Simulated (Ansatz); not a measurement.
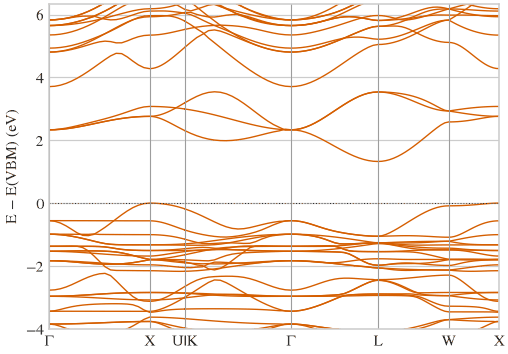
Fig. 1. Band structure from plane-wave PAW PBE (Ansatz code)

**Question.** Read off the gap and where the band edges lie.

**Answer.** About 1.3 eV (1.32 eV by a search for the band edges); maximum at X, minimum at L.

**Question.** Which compound is it?
(A) Cs2AgBiBr6, Fm-3m (Bi on 4a, Ag on 4b, Cs on 8c, Br on 24e)
(B) MgS, rock salt
(C) BeS, zinc blende
(D) CdTe, zinc blende

**Answer.** A, Cs2AgBiBr6, Fm-3m (Bi on 4a, Ag on 4b, Cs on 8c, Br on 24e)

Symmetry was held in the PBE relaxation; phonons show weakly imaginary modes. No spin polarisation was allowed. Spin–orbit coupling is left out wherever it is not named.

Potentials: the later of the program's two PAW sets.
